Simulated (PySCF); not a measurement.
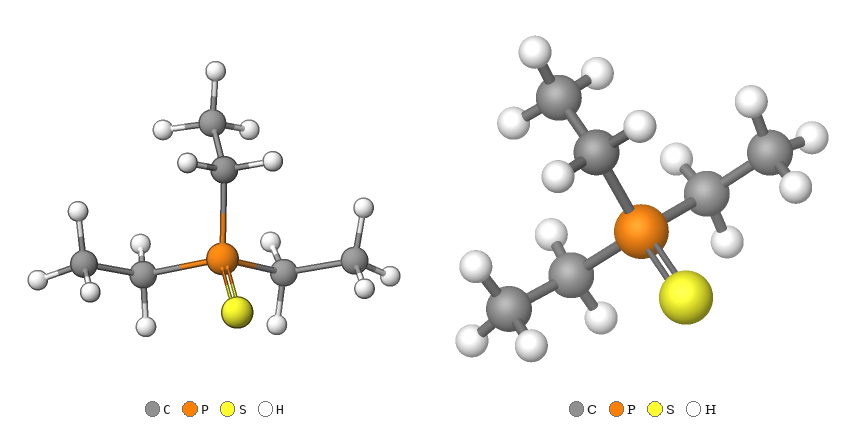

The same structure drawn twice, from different directions.

The computed structure is the end point of a PBE0-D3(BJ)/def2-SVP optimisation. No frequency run is at hand to confirm it as a minimum.

Identify the structure.

It has 23 atoms: 6 carbon, 15 hydrogen, 1 phosphorus and 1 sulfur (C6H15PS). As SMILES it reads `CCP(=S)(CC)CC`. It has no ring. Coordination: 6 C tetrahedral; 1 P tetrahedral.

The parts below concern this one geometry. Atoms keep their numbers from picture to picture.

NMR shielding

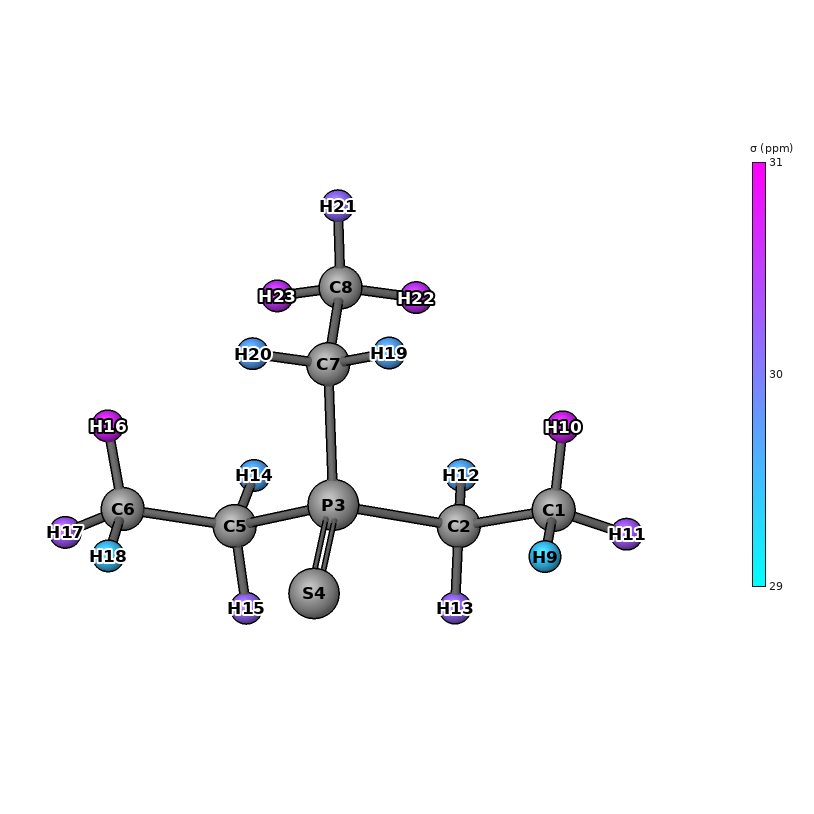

Atoms are coloured by their isotropic NMR shieldings (H only, the others grey). No frequency run is at hand to confirm it as a minimum. Properties computed with GIAO PBE0/cc-pVDZ NMR shielding, non-relativistic, gas phase (PySCF 2.14.0).

Give the isotropic NMR shieldings of the H atoms atom by atom.

```
atom  σ (ppm)
  H9    29.44
 H10    30.72
 H11    30.30
 H12    29.63
 H13    30.20
 H14    29.64
 H15    30.19
 H16    30.72
 H17    30.30
 H18    29.46
 H19    29.69
 H20    29.70
 H21    30.14
 H22    30.58
 H23    30.58
```

Bond orders

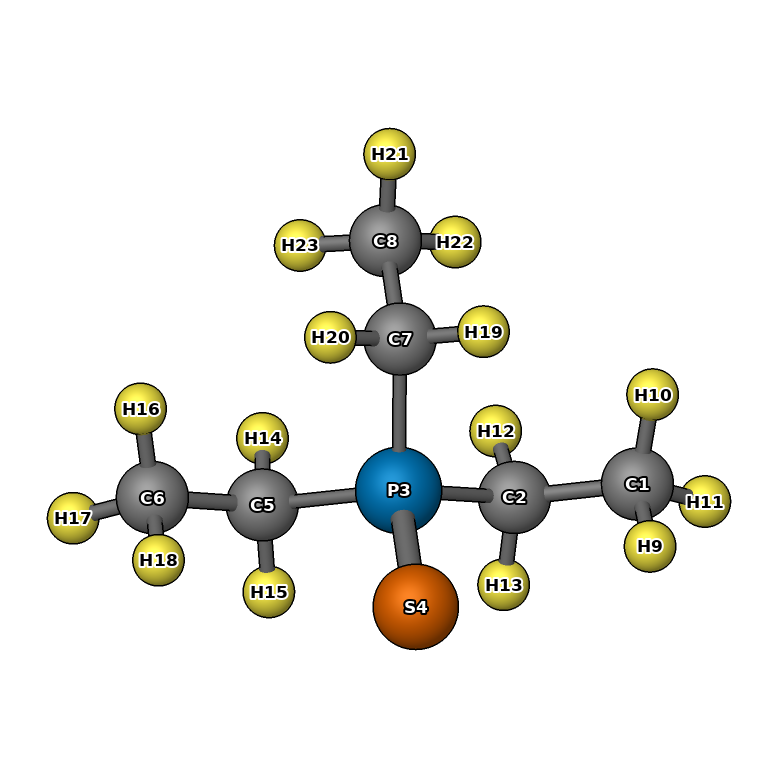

The thickness of each stick grows with its Mayer bond order. No frequency run is at hand to confirm it as a minimum. Method: PBE0/pcSseg-0 (PySCF 2.14.0).

Which bond between heavy atoms has the highest Mayer bond order?

Answer. P3–S4, 1.53, at a length of 1.956 Å.

List the Mayer bond orders of C1–C2, C2–P3, P3–S4, P3–C5, P3–C7, C5–C6, C7–C8 (bonds between heavy atoms, one of each equivalent set). Atoms whose distances differ by more than 0.02 Å in this geometry are listed apart.

```
 bond  Mayer order  length (Å)
C1–C2         0.96       1.520
C2–P3         0.78       1.834
P3–S4         1.53       1.956
P3–C5         0.78       1.833
P3–C7         0.76       1.835
C5–C6         0.95       1.520
C7–C8         0.93       1.520
```

Electronic properties

No frequency run is at hand to confirm it as a minimum. Method: PBE0/cc-pVDZ, gas phase (PySCF 2.14.0).

What does the calculation give?

- dipole moment: 4.90 D
- HOMO energy (Kohn–Sham orbital): −5.95 eV
- LUMO energy (Kohn–Sham orbital): 1.09 eV
- HOMO–LUMO gap: 7.05 eV
